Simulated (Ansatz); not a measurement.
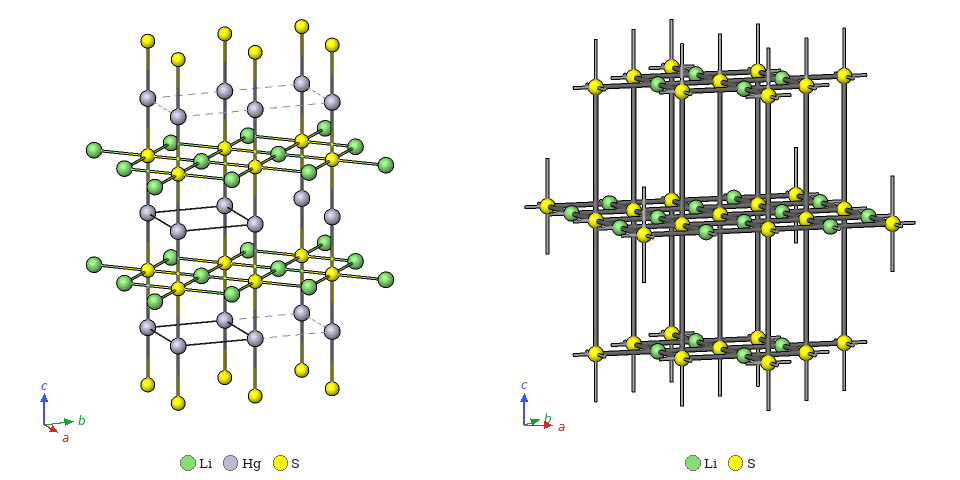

Left: the structure. Right: its underlying net. Nodes are coloured by element. Edges to nodes outside the piece are drawn as stubs.

The compound is LiHgS (space group P4/mmm, No. 123), taken as the geometry relaxed with Ansatz, DFT PBE, scalar-relativistic, plane waves, PAW; the starting structure was generated, so it need not be a known form of this composition.

Bonds are taken as Hg–S below 2.9 Å and Li–S below 2.9 Å. Atoms with one bond or none are removed and atoms with two bonds are replaced by edges, until no such atom is left.

The result is a binodal (4,6)-connected, three-periodic net: Li is a 4-connected node; S is a 6-connected node, in the ratio 1:1. Hg becomes part of the edges. It is a single net, without interpenetration.

```csv
node,links,point symbol,coordination sequence
Li,4,4⁴·6²,4 16 38 66 102
S,6,4⁴·6¹⁰·8,6 18 38 66 102
```
